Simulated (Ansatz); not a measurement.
Nudged elastic band, with input and output: SiH5F

- system: SiH5F
- method: RHF/def2-SVPD (Ansatz 0.2.0)

It belongs to a series of runs on one base structure; here: band between the two ends. Figures and captions count atoms from 1; the log counts them from 0 in places.

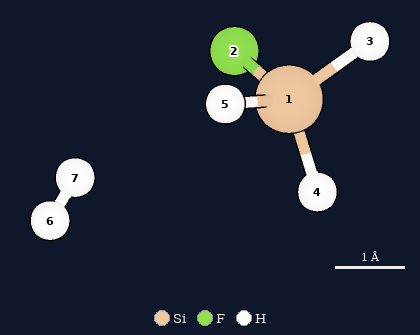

Fig. 1: The structure as given in the input (ball-and-stick view, seen at a tilt; atoms are numbered from 1 in the order of the input). Bond lengths as drawn: F–Si 1.62 Å, H–H 0.75 Å and H–Si 1.47 to 1.48 Å.

The input:
```yaml
crystal:
  periodic: [false, false, false]
  atoms:
    - { symbol: Si, position_ang: [0.559695, 0.0, -0.236841] }
    - { symbol: F, position_ang: [0.437996, 0.0, 1.382426] }
    - { symbol: H, position_ang: [1.994473, 0.0, -0.579431] }
    - { symbol: H, position_ang: [-0.105673, 1.21709, -0.737026] }
    - { symbol: H, position_ang: [-0.105673, -1.21709, -0.737026] }
    - { symbol: H, position_ang: [-3.201702, 0.0, 1.563123] }
    - { symbol: H, position_ang: [-2.513416, 0.0, 1.856273] }
basis:
  gaussian: { orbitals: def2-SVPD }
hamiltonian:
  xc: hf
neb:
  order_check: false
  images: 5
  f_tol: 0.03
  max_iterations: 60
  final_atoms:
    - { symbol: Si, position_ang: [0.15783284, -0.0007322, -0.66789593] }
    - { symbol: F, position_ang: [-2.04689564, 0.00558712, 3.30576482] }
    - { symbol: H, position_ang: [1.60300184, -0.00308268, -0.34916823] }
    - { symbol: H, position_ang: [-0.19225843, 1.21374737, -1.4375352] }
    - { symbol: H, position_ang: [-0.19564959, -1.21247715, -1.44033586] }
    - { symbol: H, position_ang: [-0.6126291, -0.00105427, 0.60254569] }
    - { symbol: H, position_ang: [-1.64770192, -0.00198819, 2.49812271] }
  initial_path:
    images:
      - { positions_ang: [[0.559695, 0.0, -0.236841], [0.437996, 0.0, 1.382426], [1.994473, 0.0, -0.579431], [-0.105673, 1.21709, -0.737026], [-0.105673, -1.21709, -0.737026], [-3.201702, 0.0, 1.563123], [-2.513416, 0.0, 1.856273]] }
      - { positions_ang: [[0.3784467, 0.0, -0.15138716], [0.26777747, 0.0, 1.57411594], [1.80082214, 0.0, -0.5207162], [-0.28672366, 1.20852667, -0.65721161], [-0.28672366, -1.20852667, -0.65721161], [-2.69375349, 0.0, 1.20796692], [-2.1141455, 0.0, 1.71594173]] }
      - { positions_ang: [[0.19719839, 0.0, -0.06593333], [0.09755894, 0.0, 1.76580588], [1.60717128, 0.0, -0.4620014], [-0.46777431, 1.19996333, -0.57739722], [-0.46777431, -1.19996333, -0.57739722], [-2.18580499, 0.0, 0.85281083], [-1.714875, 0.0, 1.57561046]] }
      - { positions_ang: [[0.01595009, 0.0, 0.01952051], [-0.07265959, 0.0, 1.95749582], [1.41352042, 0.0, -0.40328661], [-0.64882497, 1.1914, -0.49758283], [-0.64882497, -1.1914, -0.49758283], [-1.67785648, 0.0, 0.49765475], [-1.3156045, 0.0, 1.43527919]] }
      - { positions_ang: [[0.06324434, -0.00024407, -0.20961831], [-0.73073827, 0.00186237, 2.40691882], [1.47668089, -0.00102756, -0.38524715], [-0.49663612, 1.19884912, -0.81090029], [-0.49776651, -1.19842572, -0.81183384], [-1.32278069, -0.00035142, 0.53261839], [-1.42630364, -0.00066273, 1.78956036]] }
      - { positions_ang: [[0.11053859, -0.00048813, -0.43875712], [-1.38881696, 0.00372474, 2.85634182], [1.53984137, -0.00205512, -0.36720769], [-0.34444727, 1.20629824, -1.12421774], [-0.34670805, -1.20545143, -1.12608485], [-0.9677049, -0.00070284, 0.56758204], [-1.53700278, -0.00132546, 2.14384154]] }
      - { positions_ang: [[0.15783284, -0.0007322, -0.66789593], [-2.04689564, 0.00558712, 3.30576482], [1.60300184, -0.00308268, -0.34916823], [-0.19225843, 1.21374737, -1.4375352], [-0.19564959, -1.21247715, -1.44033586], [-0.6126291, -0.00105427, 0.60254569], [-1.64770192, -0.00198819, 2.49812271]] }
```

Launched with:
```bash
ansatz run input.yaml --threads 1 --pin off --max-ram 2048MiB --backend cpu --events-out ev --progress --plain --runs-dir out
```

Log:
```
Engine: ansatz 0.2.0, x86_64-unknown-linux-gnu
Functional definition: HF
  exchange = exact_x
  correlation = 0
871 factors; integrals over basis functions are off by at most 4.3e-4 eV
mean field evaluation 1: about -10641.7483 eV, gradient 2.6e1 eV
mean field evaluation 2: about -10641.7483 eV, gradient 2.6e1 eV
mean field evaluation 4: about -10643.2184 eV, gradient 1.9e0 eV
mean field evaluation 8: about -10643.2332 eV, gradient 1.1e-3 eV
mean field -10643.23316460 eV, -391.1316045564 hartree, gradient 2.2e-5 eV, S^2 0.000000; 0 other end points of the search recorded, 0 dependent functions left out
the calculation of the forces begins
reference -10643.23316460 eV, -391.1316045564 hartree; 14, 14 occupied and 73, 73 virtual orbitals, 871 factors
871 factors; integrals over basis functions are off by at most 9.7e-4 eV
mean field evaluation 16: about -10642.4590 eV, gradient 3.5e-1 eV
mean field -10642.45991627 eV, -391.1031882046 hartree, gradient 2.0e-5 eV, S^2 0.000000; 0 other end points of the search recorded, 0 dependent functions left out
[... from here on the field's lines of each further geometry are left out, up to the last ...]
NEB iter   1: max|band force component| = 2.403e1 eV/Å  barrier→ = 3.5463 eV  barrier← = 2.7730 eV  Δτ_max = 0.2000 Å  (190 SCF iters)
NEB iter   2: max|band force component| = 2.878e0 eV/Å  barrier→ = 2.6358 eV  barrier← = 1.8626 eV  Δτ_max = 0.2000 Å  (126 SCF iters)
NEB iter   3: max|band force component| = 1.393e0 eV/Å  barrier→ = 3.0071 eV  barrier← = 2.2338 eV  Δτ_max = 0.2000 Å  (121 SCF iters)
NEB iter   4: max|band force component| = 1.182e0 eV/Å  barrier→ = 3.4109 eV  barrier← = 2.6376 eV  Δτ_max = 0.2000 Å  (120 SCF iters)
NEB iter   5: max|band force component| = 1.817e0 eV/Å  barrier→ = 3.2009 eV  barrier← = 2.4277 eV  Δτ_max = 0.1025 Å  (118 SCF iters)
NEB iter   6: max|band force component| = 1.134e0 eV/Å  barrier→ = 2.7398 eV  barrier← = 1.9666 eV  Δτ_max = 0.1011 Å  (115 SCF iters)
NEB iter   7: max|band force component| = 6.313e0 eV/Å  barrier→ = 3.0103 eV  barrier← = 2.2370 eV  Δτ_max = 0.0488 Å  (114 SCF iters)
NEB iter   8: max|band force component| = 2.663e0 eV/Å  barrier→ = 2.6185 eV  barrier← = 1.8453 eV  Δτ_max = 0.1016 Å  (106 SCF iters)
NEB iter   9: max|band force component| = 8.458e-1 eV/Å  barrier→ = 2.3228 eV  barrier← = 1.5495 eV  Δτ_max = 0.1375 Å  (112 SCF iters)
NEB iter  10: max|band force component| = 1.161e0 eV/Å  barrier→ = 2.3905 eV  barrier← = 1.6173 eV  CI = image 3  Δτ_max = 0.2000 Å  (111 SCF iters)
NEB iter  11: max|band force component| = 1.431e0 eV/Å  barrier→ = 3.0553 eV  barrier← = 2.2820 eV  CI = image 3  Δτ_max = 0.0996 Å  (119 SCF iters)
NEB iter  12: max|band force component| = 1.294e0 eV/Å  barrier→ = 3.2974 eV  barrier← = 2.5242 eV  CI = image 3  Δτ_max = 0.1023 Å  (116 SCF iters)
NEB iter  13: max|band force component| = 2.326e0 eV/Å  barrier→ = 3.5210 eV  barrier← = 2.7477 eV  CI = image 3  Δτ_max = 0.0506 Å  (116 SCF iters)
NEB iter  14: max|band force component| = 2.170e0 eV/Å  barrier→ = 3.3836 eV  barrier← = 2.6103 eV  CI = image 3  Δτ_max = 0.0979 Å  (109 SCF iters)
NEB iter  15: max|band force component| = 1.242e0 eV/Å  barrier→ = 3.3023 eV  barrier← = 2.5291 eV  CI = image 3  Δτ_max = 0.1890 Å  (109 SCF iters)
NEB iter  16: max|band force component| = 2.070e0 eV/Å  barrier→ = 3.1901 eV  barrier← = 2.4169 eV  CI = image 3  Δτ_max = 0.0983 Å  (107 SCF iters)
NEB iter  17: max|band force component| = 5.295e-1 eV/Å  barrier→ = 3.1560 eV  barrier← = 2.3828 eV  CI = image 3  Δτ_max = 0.0902 Å  (111 SCF iters)
NEB iter  18: max|band force component| = 2.316e-1 eV/Å  barrier→ = 3.1450 eV  barrier← = 2.3717 eV  CI = image 3  Δτ_max = 0.0777 Å  (105 SCF iters)
NEB iter  19: max|band force component| = 5.799e-1 eV/Å  barrier→ = 3.1400 eV  barrier← = 2.3668 eV  CI = image 3  Δτ_max = 0.0387 Å  (100 SCF iters)
NEB iter  20: max|band force component| = 8.652e-2 eV/Å  barrier→ = 3.1395 eV  barrier← = 2.3663 eV  CI = image 3  Δτ_max = 0.0409 Å  (97 SCF iters)
NEB iter  21: max|band force component| = 1.112e-1 eV/Å  barrier→ = 3.1394 eV  barrier← = 2.3661 eV  CI = image 3  Δτ_max = 0.0204 Å  (101 SCF iters)
NEB iter  22: max|band force component| = 1.449e-1 eV/Å  barrier→ = 3.1393 eV  barrier← = 2.3661 eV  CI = image 3  Δτ_max = 0.0102 Å  (97 SCF iters)
NEB iter  23: max|band force component| = 6.679e-2 eV/Å  barrier→ = 3.1393 eV  barrier← = 2.3660 eV  CI = image 3  Δτ_max = 0.0204 Å  (90 SCF iters)
NEB iter  24: max|band force component| = 3.763e-2 eV/Å  barrier→ = 3.1390 eV  barrier← = 2.3658 eV  CI = image 3  Δτ_max = 0.0203 Å  (100 SCF iters)
NEB iter  25: max|band force component| = 3.329e-2 eV/Å  barrier→ = 3.1385 eV  barrier← = 2.3653 eV  CI = image 3  Δτ_max = 0.0102 Å  (100 SCF iters)
NEB iter  26: max|band force component| = 3.045e-2 eV/Å  barrier→ = 3.1381 eV  barrier← = 2.3648 eV  CI = image 3  Δτ_max = 0.0102 Å  (100 SCF iters)
NEB iter  27: max|band force component| = 2.489e-2 eV/Å  barrier→ = 3.1375 eV  barrier← = 2.3643 eV  CI = image 3  Δτ_max = 0.0102 Å  (100 SCF iters)
NEB iter  28: max|band force component| = 2.662e-2 eV/Å  barrier→ = 3.1369 eV  barrier← = 2.3637 eV  CI = image 3  Δτ_max = 0.0204 Å  (21 SCF iters)
NEB iter  29: max|band force component| = 4.448e-2 eV/Å  barrier→ = 3.1356 eV  barrier← = 2.3623 eV  CI = image 3  Δτ_max = 0.0407 Å  (20 SCF iters)
NEB iter  30: max|band force component| = 6.047e-2 eV/Å  barrier→ = 3.1317 eV  barrier← = 2.3585 eV  CI = image 3  Δτ_max = 0.0407 Å  (97 SCF iters)
NEB iter  31: max|band force component| = 6.661e-2 eV/Å  barrier→ = 3.1276 eV  barrier← = 2.3543 eV  CI = image 3  Δτ_max = 0.0406 Å  (99 SCF iters)
NEB iter  32: max|band force component| = 8.160e-2 eV/Å  barrier→ = 3.1233 eV  barrier← = 2.3500 eV  CI = image 3  Δτ_max = 0.0203 Å  (100 SCF iters)
NEB iter  33: max|band force component| = 7.440e-2 eV/Å  barrier→ = 3.1204 eV  barrier← = 2.3472 eV  CI = image 3  Δτ_max = 0.0203 Å  (99 SCF iters)
NEB iter  34: max|band force component| = 7.704e-2 eV/Å  barrier→ = 3.1173 eV  barrier← = 2.3440 eV  CI = image 3  Δτ_max = 0.0203 Å  (98 SCF iters)
NEB iter  35: max|band force component| = 8.154e-2 eV/Å  barrier→ = 3.1140 eV  barrier← = 2.3407 eV  CI = image 3  Δτ_max = 0.0406 Å  (99 SCF iters)
NEB iter  36: max|band force component| = 8.509e-2 eV/Å  barrier→ = 3.1088 eV  barrier← = 2.3355 eV  CI = image 3  Δτ_max = 0.0809 Å  (101 SCF iters)
NEB iter  37: max|band force component| = 9.727e-2 eV/Å  barrier→ = 3.0997 eV  barrier← = 2.3264 eV  CI = image 3  Δτ_max = 0.0808 Å  (104 SCF iters)
NEB iter  38: max|band force component| = 1.167e-1 eV/Å  barrier→ = 3.0911 eV  barrier← = 2.3178 eV  CI = image 3  Δτ_max = 0.0405 Å  (104 SCF iters)
NEB iter  39: max|band force component| = 1.338e-1 eV/Å  barrier→ = 3.0838 eV  barrier← = 2.3105 eV  CI = image 3  Δτ_max = 0.0406 Å  (98 SCF iters)
NEB iter  40: max|band force component| = 1.527e-1 eV/Å  barrier→ = 3.0762 eV  barrier← = 2.3030 eV  CI = image 3  Δτ_max = 0.0807 Å  (101 SCF iters)
NEB iter  41: max|band force component| = 1.776e-1 eV/Å  barrier→ = 3.0647 eV  barrier← = 2.2915 eV  CI = image 3  Δτ_max = 0.0808 Å  (107 SCF iters)
NEB iter  42: max|band force component| = 1.905e-1 eV/Å  barrier→ = 3.0511 eV  barrier← = 2.2778 eV  CI = image 3  Δτ_max = 0.0811 Å  (108 SCF iters)
NEB iter  43: max|band force component| = 1.321e-1 eV/Å  barrier→ = 3.0394 eV  barrier← = 2.2661 eV  CI = image 3  Δτ_max = 0.0815 Å  (111 SCF iters)
NEB iter  44: max|band force component| = 1.474e-1 eV/Å  barrier→ = 3.0329 eV  barrier← = 2.2597 eV  CI = image 3  Δτ_max = 0.0810 Å  (98 SCF iters)
NEB iter  45: max|band force component| = 9.710e-2 eV/Å  barrier→ = 3.0290 eV  barrier← = 2.2557 eV  CI = image 3  Δτ_max = 0.0811 Å  (105 SCF iters)
NEB iter  46: max|band force component| = 8.335e-2 eV/Å  barrier→ = 3.0282 eV  barrier← = 2.2549 eV  CI = image 3  Δτ_max = 0.0810 Å  (100 SCF iters)
NEB iter  47: max|band force component| = 5.481e-2 eV/Å  barrier→ = 3.0281 eV  barrier← = 2.2548 eV  CI = image 3  Δτ_max = 0.0813 Å  (102 SCF iters)
NEB iter  48: max|band force component| = 6.781e-2 eV/Å  barrier→ = 3.0280 eV  barrier← = 2.2548 eV  CI = image 3  Δτ_max = 0.0407 Å  (101 SCF iters)
NEB iter  49: max|band force component| = 3.332e-2 eV/Å  barrier→ = 3.0280 eV  barrier← = 2.2548 eV  CI = image 3  Δτ_max = 0.0325 Å  (100 SCF iters)
NEB iter  50: max|band force component| = 3.459e-2 eV/Å  barrier→ = 3.0280 eV  barrier← = 2.2548 eV  CI = image 3  Δτ_max = 0.0163 Å  (100 SCF iters)
the calculation of the forces begins
reference -10642.45058753 eV, -391.1028453797 hartree; 14, 14 occupied and 73, 73 virtual orbitals, 871 factors
871 factors; integrals over basis functions are off by at most 7.0e-4 eV
mean field -10640.20516256 eV, -391.0203275340 hartree, gradient 1.1e-5 eV, S^2 0.000000; 1 other end points of the search recorded, 0 dependent functions left out
the calculation of the forces begins
reference -10640.20516256 eV, -391.0203275340 hartree; 14, 14 occupied and 73, 73 virtual orbitals, 871 factors
NEB iter  51: max|band force component| = 2.580e-2 eV/Å  barrier→ = 3.0280 eV  barrier← = 2.2548 eV  CI = image 3  Δτ_max = 0.0000 Å  (237 SCF iters)
```

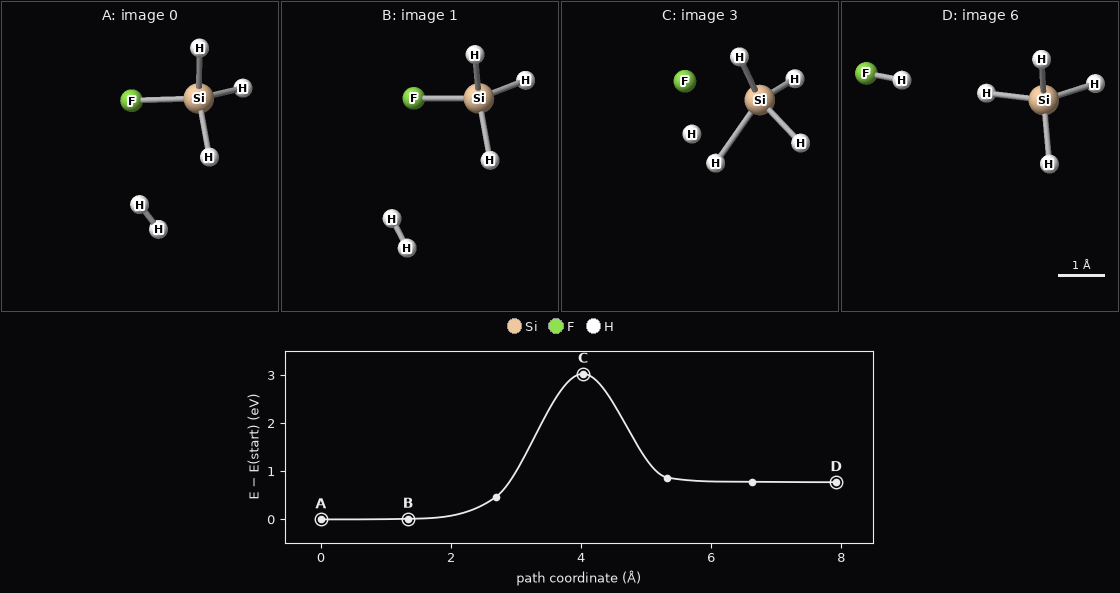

Fig. 2: Images of the last band (counted from 0; ball-and-stick, seen at a tilt) above the energy along the path; the line is a cubic interpolation that uses the forces. The highest image is number 3, 3.028 eV above the start and 2.255 eV above the end (the climbing image); the end lies 0.773 eV above the start. The path is 7.93 Å long. The band converged in 51 iterations.

```
Total energy: -10640.20516256 eV, -391.0203275340 hartree
Atom 0 at    -0.211145    -0.001576    -0.083928 Å, force    -0.000248     0.000062    -0.001012 eV/Å
Atom 1 at    -0.184097     0.776280     1.738336 Å, force    -0.000619    -0.000205    -0.001744 eV/Å
Atom 2 at     1.158732    -0.474960     0.147846 Å, force     0.000619    -0.000969     0.000487 eV/Å
Atom 3 at    -0.444842     1.349044    -0.608902 Å, force    -0.000262     0.000294     0.000156 eV/Å
Atom 4 at    -0.772140    -0.922469    -1.113160 Å, force     0.000030     0.000537    -0.000158 eV/Å
Atom 5 at    -1.438252    -0.660923     0.914290 Å, force     0.001137    -0.000188    -0.001062 eV/Å
Atom 6 at    -1.042556    -0.065395     1.517017 Å, force    -0.000657     0.000469     0.003332 eV/Å
Dipole moment:    -0.149433    -0.226754    -0.232310 e Å
this run last wrote the band of iteration 51 to [file]; this run last wrote the band within `neb.f_tol` of iteration 28 to [file]
```

The last band as extended XYZ (Å, eV, eV/Å):
```
7
Properties=species:S:1:pos:R:3:forces:R:3 image=0 energy=-10643.23316
Si    0.5597    0.0000   -0.2368    0.0051   0.0000   0.0229
F     0.4380    0.0000    1.3824    0.0023   0.0000  -0.0261
H     1.9945    0.0000   -0.5794   -0.0078   0.0000   0.0043
H    -0.1057    1.2171   -0.7370    0.0001  -0.0045  -0.0011
H    -0.1057   -1.2171   -0.7370    0.0001   0.0045  -0.0011
H    -3.2017    0.0000    1.5631    0.0173   0.0000   0.0085
H    -2.5134    0.0000    1.8563   -0.0171   0.0000  -0.0074
7
Properties=species:S:1:pos:R:3:forces:R:3 image=1 energy=-10643.22170
Si    0.4638    0.1629   -0.2197    0.0083  -0.0026  -0.0037
F     0.2680    0.4477    1.3663    0.0087   0.0000  -0.0034
H     1.7956   -0.4425   -0.4025    0.0093   0.0049  -0.0055
H     0.3633    1.4554   -0.9219    0.0050   0.0036  -0.0034
H    -0.6013   -0.7598   -0.6511    0.0074  -0.0010  -0.0025
H    -2.8886   -0.5890    1.4747   -0.0269  -0.0012   0.0161
H    -2.3351   -0.2746    1.8657   -0.0117  -0.0037   0.0024
7
Properties=species:S:1:pos:R:3:forces:R:3 image=2 energy=-10642.77078
Si    0.1523    0.2012   -0.1139    0.2733   0.1775  -0.0070
F    -0.0323    0.6856    1.4367    0.1055  -0.0403  -0.2836
H     1.4336   -0.5114   -0.0817    0.2581   0.0996  -0.2283
H     0.0758    1.4601   -0.8623    0.2666   0.0859  -0.2162
H    -0.8432   -0.7190   -0.7077   -0.0321   0.1112   0.3442
H    -2.0229   -0.7703    1.1621   -0.3930  -0.1705   0.2403
H    -1.6977   -0.3462    1.6783   -0.4783  -0.2634   0.1506
7
Properties=species:S:1:pos:R:3:forces:R:3 image=3 energy=-10640.20516
Si   -0.2111   -0.0016   -0.0839   -0.0002   0.0001  -0.0010
F    -0.1841    0.7763    1.7383   -0.0006  -0.0002  -0.0017
H     1.1587   -0.4750    0.1478    0.0006  -0.0010   0.0005
H    -0.4448    1.3490   -0.6089   -0.0003   0.0003   0.0002
H    -0.7721   -0.9225   -1.1132    0.0000   0.0005  -0.0002
H    -1.4383   -0.6609    0.9143    0.0011  -0.0002  -0.0011
H    -1.0426   -0.0654    1.5170   -0.0007   0.0005   0.0033
7
Properties=species:S:1:pos:R:3:forces:R:3 image=4 energy=-10642.36377
Si   -0.2230   -0.1756   -0.4152   -0.0157  -0.0484  -0.0824
F    -0.5954    0.7729    2.4819   -0.0495   0.0246   0.1486
H     1.0782   -0.5062    0.2039   -0.0227  -0.0130  -0.0268
H    -0.3694    1.2873   -0.5718   -0.0077  -0.0315  -0.0191
H    -0.3664   -0.8548   -1.7176    0.0433  -0.0130  -0.1122
H    -1.3253   -0.6914    0.4487    0.0378   0.0044  -0.0597
H    -1.1330    0.1677    2.0816    0.0146   0.0769   0.1517
7
Properties=species:S:1:pos:R:3:forces:R:3 image=5 energy=-10642.45059
Si   -0.0403   -0.0851   -0.6246    0.0019   0.0003  -0.0031
F    -1.3357    0.3869    3.2163   -0.0066  -0.0025   0.0081
H     1.2804   -0.2020    0.0322    0.0027   0.0004  -0.0050
H    -0.2676    1.3067   -1.0712    0.0020   0.0001  -0.0049
H    -0.1252   -1.0133   -1.7734   -0.0015  -0.0022  -0.0013
H    -1.0983   -0.4519    0.3552    0.0025   0.0028   0.0011
H    -1.3476    0.0588    2.3771   -0.0011   0.0011   0.0050
7
Properties=species:S:1:pos:R:3:forces:R:3 image=6 energy=-10642.45992
Si    0.1578   -0.0007   -0.6679    0.0032   0.0003  -0.0014
F    -2.0469    0.0056    3.3058   -0.0065  -0.0011   0.0023
H     1.6030   -0.0031   -0.3492   -0.0041  -0.0002  -0.0002
H    -0.1923    1.2137   -1.4375   -0.0006  -0.0011   0.0025
H    -0.1956   -1.2125   -1.4403   -0.0004   0.0012   0.0028
H    -0.6126   -0.0011    0.6025    0.0007  -0.0007  -0.0043
H    -1.6477   -0.0020    2.4981    0.0078   0.0016  -0.0017
```

Results in brief:

```csv
quantity,value
outcome,converged
"barrier, forward",3.028 eV
"barrier, backward",2.255 eV
hardware,"1 thread of Intel Xeon @ 2.60GHz (Ice Lake), 24 GiB of memory available, shared host"
wall time,3.9 min
peak memory,0.16 GiB
```

Remarks:

The order of the saddle point was not checked.
